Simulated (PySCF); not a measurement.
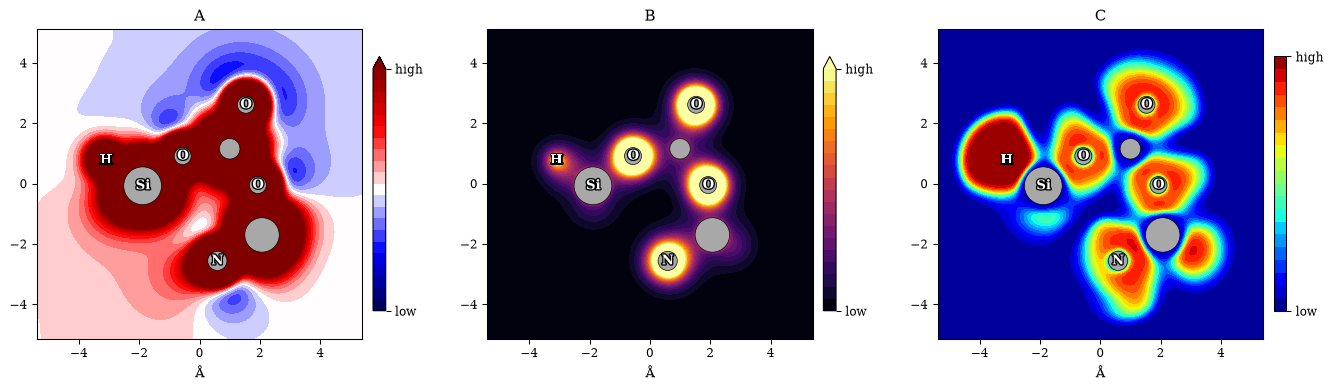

H₉NO₃Si₃ (SMILES N[SiH2]O[SiH](O)O[SiH3]): 3 fields on the plane of atoms O2, Si3 and H10, with unlabelled colour scales. Grey discs cover the atomic cores.

Geometry: PBE0-D3(BJ)/def2-SVP.

The calculation used PBE0/pcSseg-1, SCF density, gas phase, non-relativistic (PySCF).

### The panels show electron density, electron localisation function and electrostatic potential in some order. Assign them.

Panel A: electrostatic potential (strongly positive close to the atoms, with negative regions outside electron-rich atoms). Panel B: electron density. Panel C: electron localisation function. From the grid: Si–O (1.65 Å): the density is about 1.1 e/Å³ at the midpoint; the ELF peaks at about 0.85 between the atoms; a polar covalent bond.
